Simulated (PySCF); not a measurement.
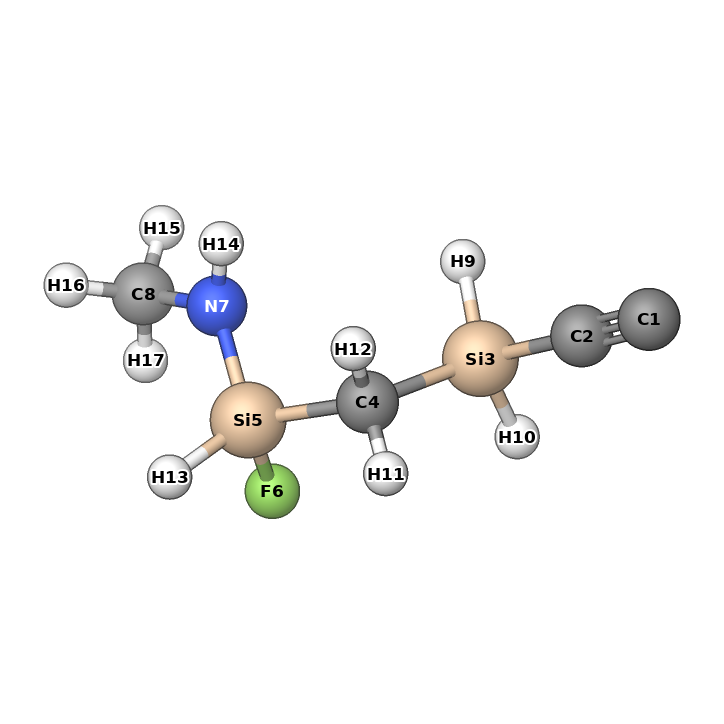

The species is neutral and a spin doublet. The geometry was computed by an optimisation with GFN2-xTB. No frequency run is at hand to confirm it as a minimum. Method: UKS B3LYP, pcH-1 on C F H N Si, non-relativistic (PySCF 2.14.0).

Give the isotropic hyperfine couplings (Fermi-contact term alone) of C1, C2, Si3, C4, Si5, F6, N7, C8, H9, H10, H11, H12, H13, H14, H15, H16, H17.

```
atom  isotope  a_iso (MHz)
  C1      13C        893.0
  C2      13C        128.8
 Si3     29Si        −11.9
  C4      13C         −2.1
 Si5     29Si         −1.2
  F6      19F         −0.2
  N7      14N         −0.1
  C8      13C          0.0
  H9       1H         −5.0
 H10       1H         −4.9
 H11       1H         −0.1
 H12       1H          0.2
 H13       1H          0.9
 H14       1H          0.0
 H15       1H          0.1
 H16       1H          0.1
 H17       1H          0.0
```

The geometry is semi-empirical. Around Si such bond lengths and angles can be off by a tenth of an ångström or more and by several degrees, and values that hang on the shape move with them.
